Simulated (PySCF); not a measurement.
# Geometry relaxation of C4H12BNO

C4H12BNO, computed with PBE0-D3(BJ)/def2-SVP geometry optimisation, gas phase (PySCF 2.14.0).

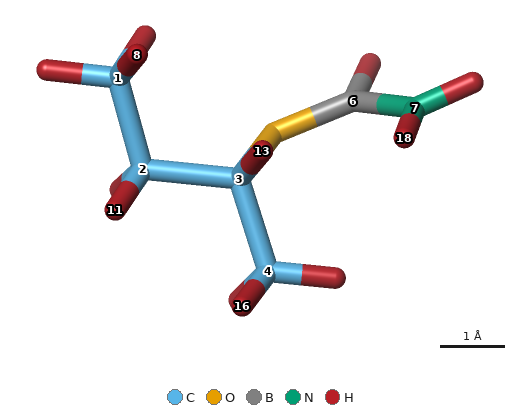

*The starting structure (stick view, seen at a tilt; atoms are numbered from 1 in the order of the input).*

Input
```
{"job": {"xc": "PBE0", "basis": "def2-SVP", "d3": "d3bj", "grid": 1, "shake": 0.01, "kind": "geom"}, "charge": 0, "multiplicity": 1}
C     -1.736470     1.567110     0.648530
C     -1.662710     0.125950     0.225280
C     -0.226210    -0.368550     0.241630
C     -0.100440    -1.868130    -0.026850
O      0.516160     0.337280    -0.742250
B      1.847450     0.553900    -0.709890
N      2.728420     0.089120     0.295320
H     -1.402010     1.728530     1.665210
H     -2.785970     1.947730     0.592800
H     -1.136170     2.199330     0.004850
H     -2.262200    -0.495390     0.906200
H     -2.035460     0.015670    -0.780580
H      0.189180    -0.150810     1.237140
H     -0.604910    -2.087690    -0.979220
H      0.899240    -2.206100    -0.051870
H     -0.659110    -2.409180     0.759340
H      2.283410     1.179260    -1.607360
H      2.416840    -0.430490     1.104820
H      3.700230     0.279530     0.298280
```

The first line tells a small driver script what to run in PySCF; the rest is the geometry in Å.

Machine: 1 CPU thread, shared host.

Launched with:
```bash
OMP_NUM_THREADS=1 python <driver script> task.json out
```

What the program printed
```
step   0  E = -313.97346247  max force = 0.044413
step   1  E = -313.97835697  max force = 0.010384
step   2  E = -313.97853293  max force = 0.002504
step   3  E = -313.97841587  max force = 0.005459
step   4  E = -313.97859649  max force = 0.001737
step   5  E = -313.97861867  max force = 0.000200
step   6  E = -313.97862201  max force = 0.000201
optimisation converged
```

Trajectory as extended XYZ (Å, eV, eV/Å), 7 frames, from step=0 to step=6
```
19
Properties=species:S:1:pos:R:3:forces:R:3 step=0 energy=-8543.65309
C    -1.7365    1.5671    0.6485   -1.3495   0.4320  -0.2754
C    -1.6627    0.1260    0.2253    0.7525   0.0755   0.6894
C    -0.2262   -0.3685    0.2416    0.5505  -0.5784  -0.3747
C    -0.1004   -1.8681   -0.0268   -2.2838   0.7463   0.3460
O     0.5162    0.3373   -0.7422   -0.8786   0.0030   0.2088
B     1.8475    0.5539   -0.7099    0.5280  -0.3352   0.6628
N     2.7284    0.0891    0.2953   -1.3437  -0.2115  -0.0244
H    -1.4020    1.7285    1.6652    0.2486  -0.0314   0.6578
H    -2.7860    1.9477    0.5928    0.4785  -0.1560   0.0293
H    -1.1362    2.1993    0.0049    0.3481   0.2770  -0.3813
H    -2.2622   -0.4954    0.9062   -0.0574  -0.1439  -0.0656
H    -2.0355    0.0157   -0.7806   -0.4056  -0.1989  -0.7412
H     0.1892   -0.1508    1.2371    0.1515   0.0904   0.2531
H    -0.6049   -2.0877   -0.9792    0.1695  -0.1122  -0.1098
H     0.8992   -2.2061   -0.0519    1.5686  -0.4446  -0.0607
H    -0.6591   -2.4092    0.7593    0.1947  -0.0713  -0.0964
H     2.2834    1.1793   -1.6074    0.3816   0.4401  -0.6511
H     2.4168   -0.4305    1.1048    0.0377  -0.0275   0.0187
H     3.7002    0.2795    0.2983    0.9089   0.2465  -0.0853
19
Properties=species:S:1:pos:R:3:forces:R:3 step=1 energy=-8543.78627
C    -1.6750    1.4578    0.7833    0.1727   0.0199   0.0800
C    -1.5525    0.0007    0.3786   -0.0815  -0.0435  -0.1514
C    -0.1192   -0.5120    0.3423   -0.1414   0.2148   0.0701
C    -0.0519   -1.9886    0.0152    0.5340  -0.2263   0.0073
O     0.5733    0.2462   -0.6265    0.2400   0.0379  -0.0536
B     1.9294    0.4319   -0.6072   -0.2204  -0.0629  -0.0609
N     2.7763   -0.1111    0.3725    0.3011   0.0865   0.0092
H    -1.3105    1.6199    1.8131   -0.0240  -0.0048  -0.0577
H    -2.7180    1.7969    0.7419   -0.0799   0.0354  -0.0006
H    -1.0786    2.0972    0.1143   -0.0304  -0.0278   0.0084
H    -2.1378   -0.6382    1.0608   -0.0028  -0.0071  -0.0052
H    -1.9736   -0.1414   -0.6359    0.0173  -0.0138   0.1312
H     0.3304   -0.3313    1.3415    0.0104  -0.0304  -0.0094
H    -0.4959   -2.1789   -0.9698   -0.0516  -0.0060  -0.1131
H     1.0003   -2.3487   -0.0119   -0.3650   0.1404  -0.0035
H    -0.5938   -2.5846    0.7607   -0.0572  -0.0391   0.0733
H     2.4006    1.0981   -1.5036   -0.0142  -0.0100   0.0495
H     2.4788   -0.6746    1.1555   -0.0456  -0.0274   0.0319
H     3.7715    0.0787    0.3665   -0.1614  -0.0356  -0.0055
19
Properties=species:S:1:pos:R:3:forces:R:3 step=2 energy=-8543.79106
C    -1.6679    1.4575    0.7843    0.0093   0.0105   0.0140
C    -1.5617   -0.0010    0.3767    0.0239  -0.0015  -0.0456
C    -0.1289   -0.5161    0.3361   -0.0562   0.0266   0.0493
C    -0.0579   -1.9970    0.0069    0.0887  -0.0598  -0.0091
O     0.5754    0.2366   -0.6307    0.1153  -0.0585   0.0708
B     1.9291    0.4183   -0.6002   -0.0001   0.1147  -0.1238
N     2.7955   -0.0909    0.3832   -0.1288  -0.0399   0.0434
H    -1.2920    1.6169    1.8085   -0.0020  -0.0058  -0.0079
H    -2.7106    1.8076    0.7538    0.0064   0.0030   0.0023
H    -1.0745    2.0901    0.1082   -0.0081  -0.0011  -0.0066
H    -2.1448   -0.6377    1.0630    0.0118  -0.0023   0.0048
H    -1.9920   -0.1432   -0.6301   -0.0073  -0.0080   0.0177
H     0.3220   -0.3405    1.3354    0.0012  -0.0201   0.0030
H    -0.5026   -2.1850   -0.9825   -0.0095   0.0062   0.0064
H     0.9857   -2.3502   -0.0209   -0.0519   0.0377   0.0021
H    -0.6019   -2.5949    0.7538   -0.0068   0.0092  -0.0061
H     2.3949    1.0808   -1.4996    0.0180   0.0059  -0.0186
H     2.5013   -0.6435    1.1766    0.0212  -0.0136   0.0183
H     3.7849    0.1102    0.3687   -0.0252  -0.0033  -0.0147
19
Properties=species:S:1:pos:R:3:forces:R:3 step=3 energy=-8543.78788
C    -1.6547    1.4562    0.7863   -0.1101  -0.0003  -0.0362
C    -1.5562   -0.0049    0.3832    0.0873   0.0333   0.0444
C    -0.1217   -0.5117    0.3262    0.0395  -0.0867  -0.0359
C    -0.0380   -1.9961   -0.0004   -0.2807   0.0750  -0.0185
O     0.5754    0.2384   -0.6497   -0.1812   0.0110  -0.0704
B     1.9250    0.4262   -0.6228   -0.0160  -0.0446   0.1907
N     2.7455   -0.0904    0.3963    0.0001  -0.0067  -0.0215
H    -1.2567    1.6213    1.7997    0.0180  -0.0025   0.0303
H    -2.6992    1.8079    0.7771    0.0586  -0.0215   0.0028
H    -1.0779    2.0840    0.0928    0.0104   0.0159  -0.0149
H    -2.1231   -0.6405    1.0839    0.0137   0.0052   0.0145
H    -2.0058   -0.1563   -0.6108   -0.0244  -0.0035  -0.0692
H     0.3397   -0.3339    1.3200   -0.0289   0.0057   0.0076
H    -0.4926   -2.1891   -0.9871    0.0229   0.0118   0.0853
H     1.0019   -2.3329   -0.0386    0.2024  -0.0555  -0.0023
H    -0.5705   -2.5973    0.7550    0.0264   0.0372  -0.0565
H     2.4124    1.0801   -1.5163    0.0024  -0.0139  -0.0123
H     2.4145   -0.6335    1.1833    0.0372   0.0324  -0.0545
H     3.7359    0.0908    0.4130    0.1225   0.0078   0.0167
19
Properties=species:S:1:pos:R:3:forces:R:3 step=4 energy=-8543.79279
C    -1.6593    1.4564    0.7844   -0.0393   0.0016  -0.0184
C    -1.5595   -0.0039    0.3801    0.0323   0.0128   0.0095
C    -0.1271   -0.5156    0.3304    0.0304  -0.0372   0.0048
C    -0.0479   -1.9979    0.0016   -0.0893   0.0283  -0.0158
O     0.5742    0.2360   -0.6401   -0.0311  -0.0088  -0.0184
B     1.9253    0.4235   -0.6111   -0.0149   0.0184   0.0584
N     2.7682   -0.0871    0.3926   -0.0179  -0.0048  -0.0107
H    -1.2672    1.6192    1.8012    0.0087  -0.0021   0.0086
H    -2.7021    1.8085    0.7690    0.0165  -0.0081   0.0034
H    -1.0773    2.0854    0.0954    0.0024   0.0053  -0.0041
H    -2.1317   -0.6393    1.0766    0.0031   0.0048   0.0107
H    -2.0035   -0.1525   -0.6185   -0.0073  -0.0029  -0.0221
H     0.3293   -0.3408    1.3271   -0.0131   0.0010   0.0087
H    -0.4981   -2.1874   -0.9857    0.0039   0.0005   0.0273
H     0.9951   -2.3396   -0.0320    0.0636  -0.0148   0.0018
H    -0.5856   -2.5980    0.7521    0.0078   0.0101  -0.0184
H     2.4026    1.0815   -1.5078    0.0061  -0.0083  -0.0118
H     2.4599   -0.6350    1.1843    0.0057   0.0023  -0.0130
H     3.7585    0.1046    0.3915    0.0323   0.0019  -0.0003
19
Properties=species:S:1:pos:R:3:forces:R:3 step=5 energy=-8543.79340
C    -1.6641    1.4565    0.7813   -0.0024   0.0016  -0.0056
C    -1.5593   -0.0045    0.3810   -0.0027   0.0002  -0.0027
C    -0.1268   -0.5150    0.3349    0.0024  -0.0026   0.0052
C    -0.0470   -1.9958    0.0038   -0.0022   0.0033  -0.0055
O     0.5732    0.2395   -0.6339    0.0068   0.0062   0.0006
B     1.9241    0.4295   -0.6049   -0.0021  -0.0103  -0.0085
N     2.7734   -0.0917    0.3875   -0.0017   0.0084   0.0052
H    -1.2727    1.6223    1.7982    0.0033   0.0010  -0.0001
H    -2.7077    1.8047    0.7647   -0.0002  -0.0029   0.0033
H    -1.0835    2.0860    0.0914   -0.0018   0.0002  -0.0002
H    -2.1315   -0.6388    1.0787   -0.0015   0.0044   0.0047
H    -2.0016   -0.1559   -0.6187    0.0001  -0.0051   0.0001
H     0.3265   -0.3401    1.3331   -0.0022  -0.0038   0.0010
H    -0.4955   -2.1845   -0.9836   -0.0007   0.0004   0.0020
H     0.9982   -2.3372   -0.0283    0.0016  -0.0021  -0.0011
H    -0.5854   -2.5972    0.7518    0.0004  -0.0007   0.0002
H     2.3987    1.0906   -1.5011    0.0001   0.0047   0.0014
H     2.4701   -0.6489    1.1743    0.0041  -0.0016   0.0000
H     3.7647    0.0984    0.3811   -0.0013  -0.0013  -0.0001
19
Properties=species:S:1:pos:R:3:forces:R:3 step=6 energy=-8543.79349
C    -1.6635    1.4559    0.7798    0.0040   0.0012  -0.0029
C    -1.5591   -0.0059    0.3827   -0.0046  -0.0008  -0.0034
C    -0.1266   -0.5168    0.3352   -0.0008   0.0050   0.0043
C    -0.0482   -1.9972    0.0021    0.0103   0.0015  -0.0029
O     0.5729    0.2387   -0.6333    0.0075  -0.0016   0.0025
B     1.9235    0.4307   -0.6038   -0.0018  -0.0001  -0.0051
N     2.7742   -0.0877    0.3888    0.0027   0.0053   0.0039
H    -1.2685    1.6243    1.7950    0.0019   0.0009  -0.0019
H    -2.7074    1.8030    0.7663   -0.0032  -0.0011   0.0030
H    -1.0859    2.0844    0.0865   -0.0024  -0.0005   0.0001
H    -2.1299   -0.6384    1.0832   -0.0009   0.0029   0.0020
H    -2.0034   -0.1598   -0.6159    0.0007  -0.0044   0.0031
H     0.3271   -0.3430    1.3334   -0.0005  -0.0054  -0.0004
H    -0.4982   -2.1841   -0.9848   -0.0012  -0.0003  -0.0030
H     0.9969   -2.3395   -0.0317   -0.0060   0.0010  -0.0003
H    -0.5862   -2.5992    0.7497   -0.0002  -0.0017   0.0029
H     2.3969    1.0939   -1.4993   -0.0001   0.0009   0.0008
H     2.4743   -0.6467    1.1757   -0.0026  -0.0020  -0.0009
H     3.7650    0.1051    0.3815   -0.0029  -0.0008  -0.0019
```

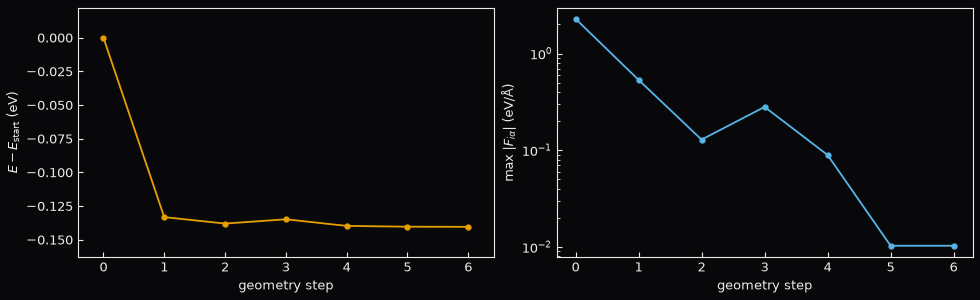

*Progress of the relaxation, step by step (steps are counted from 0).*

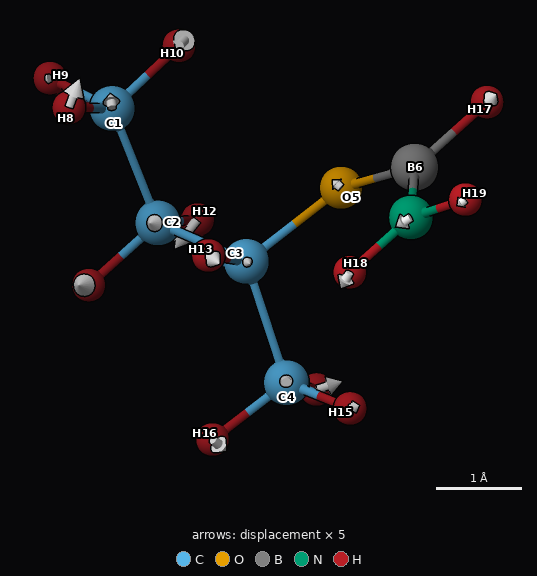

*The starting structure with the displacements as white arrows, magnified 5 times (ball-and-stick view, seen at a tilt). The two geometries are laid on each other by the best rigid fit.*

The atom that moves furthest after the best rigid fit is H12 (0.094 Å). By element the largest moves are H 0.094 Å, N 0.049 Å, C 0.048 Å, O 0.031 Å, B 0.013 Å. Among the contacts that change: C4–H15 1.056 → 1.100 Å, B6–H17 1.178 → 1.211 Å, N7–H19 0.990 → 1.009 Å, C1–H9 1.118 → 1.100 Å. Among the angles that change: C3–C4–H16 108.3° → 111.0°, H11–C2–H12 109.4° → 106.6°, H14–C4–H15 110.5° → 107.9°. Over 6 geometry steps the energy falls by 0.140 eV. Largest force component: 2.3 eV/Å at the start, 0.01 eV/Å at the end. (Atoms are counted from 1 in the order of the input.)

Results in brief

| quantity | value |
| --- | --- |
| outcome | converged |
| total energy | −313.978622 hartree |
| dipole moment | 2.56 D |
| point group | C1 |
| wall time | 1.8 min |
| peak memory | 0.65 GiB |
